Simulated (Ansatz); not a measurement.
# F₃HNTa: what the fields show

Input file:

```
crystal:
  periodic: [false, false, false]
  atoms:
    - {symbol: N, position_ang: [-0.785591, 0.677481, 0.752008]}
    - {symbol: Ta, position_ang: [0.286063, -0.253220, -0.274967]}
    - {symbol: F, position_ang: [1.488828, -1.187016, 0.818580]}
    - {symbol: F, position_ang: [-0.750520, -1.446747, -1.282643]}
    - {symbol: F, position_ang: [1.203843, 0.932784, -1.399881]}
    - {symbol: H, position_ang: [-1.400521, 1.212718, 1.340702]}
basis:
  gaussian: {orbitals: def2-TZVPP}
hamiltonian: {xc: pbe0, dispersion: d4}
output: {orbitals: {seedname: orbitals}}
```

Launched as:

```sh
ansatz run in.yaml --threads 4 --pin off --events-out ev --progress --plain --max-ram 10444MiB
```

Geometry: PBE0-D4/def2-TZVP; core potentials replace the inner electrons of Ta.

Method: Ansatz 0.2.0, RKS PBE0-D4/def2-TZVPP.

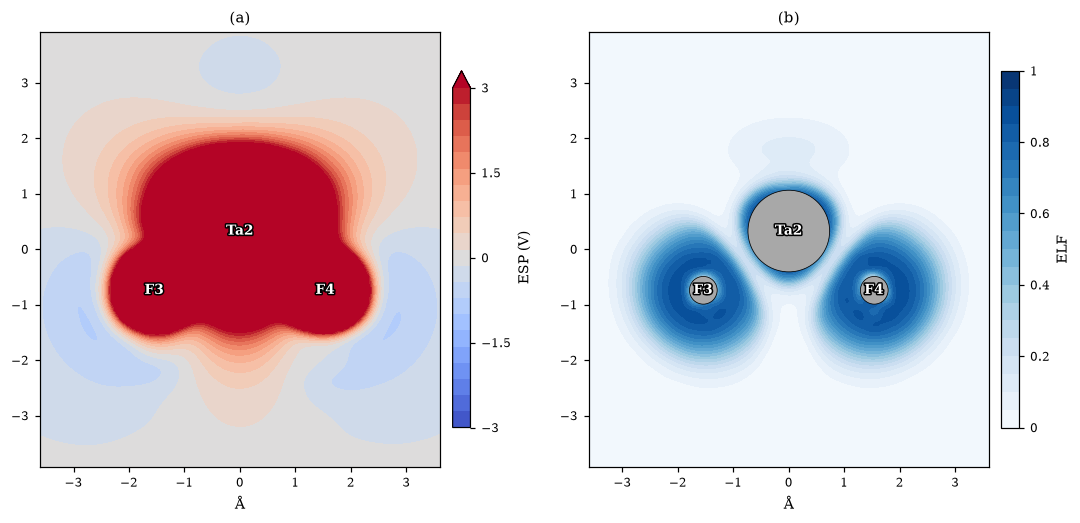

Figure 1. (a) electrostatic potential; (b) ELF on the plane of atoms F3, Ta2 and F4. Grey discs cover the atomic cores in the ELF map.

Read the bonding off the picture.

The plane passes through Ta and F nuclei.
Ta–F (1.87 Å): the ELF peaks at about 0.80 in the valence shell of F, 0.5 Å from its nucleus, and drops to about 0.20 between the two atoms.
Outside the dense part of the molecule the potential is most negative (−0.7 V) near F3 and F4.

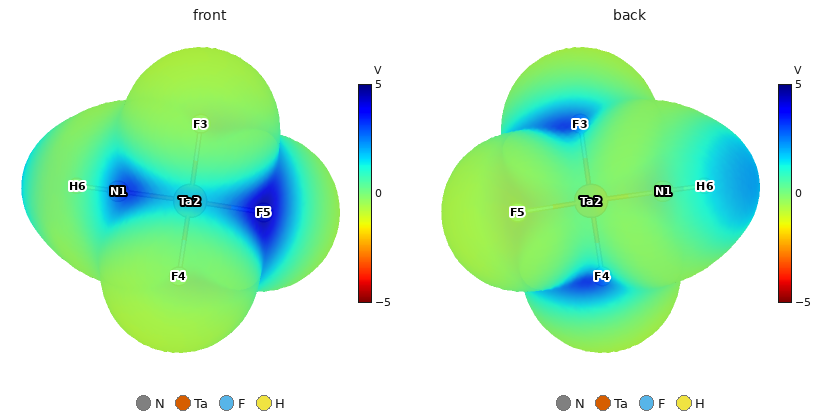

Figure 2. The electrostatic potential painted on the density surface at 0.002 e/bohr³, seen from the front and from behind; red is negative and blue positive.

Where is the surface potential most negative and most positive?

The most negative region (about −0.7 V) lies over F3, F4 and F5, the most positive (about +4.1 V) over Ta2.

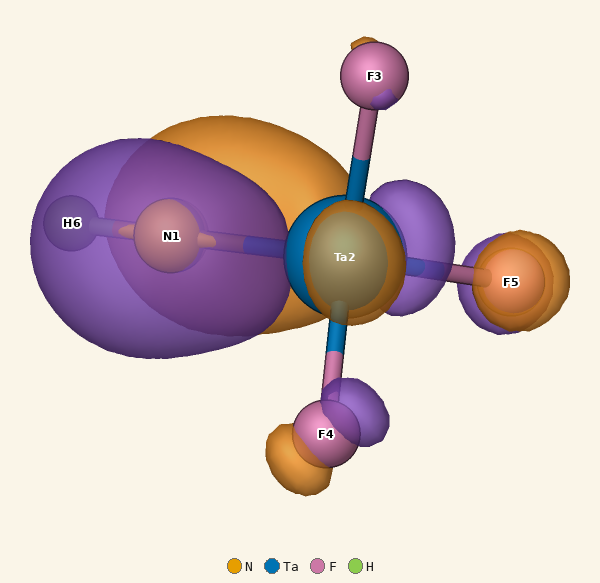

Figure 3. The HOMO at ±0.15 Å⁻³ᐟ² (orange and purple are the two phases), seen at a tilt.

Describe this orbital and give its energy.

Its weight (Hirshfeld) is mainly on N1 (about 60 %) and Ta2 (about 25 %). It is one of a degenerate set, so its orientation is arbitrary. Its energy is −8.57 eV.

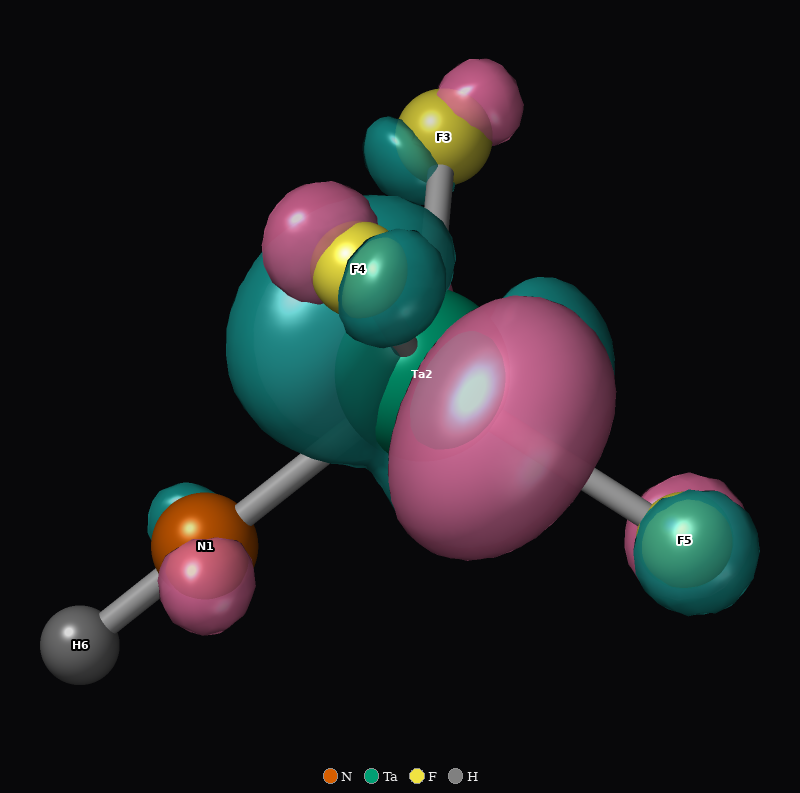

Figure 4. The LUMO at ±0.2 Å⁻³ᐟ² (teal and pink are the two phases), seen at an oblique angle.

What is the character of this orbital?

By Hirshfeld shares it lies mainly on Ta2 (about 70 %), F3 (about 5 %), F4 (about 5 %), F5 (about 5 %) and N1 (about 5 %). It is one of a degenerate set, so its orientation is arbitrary. Its energy is −1.06 eV.
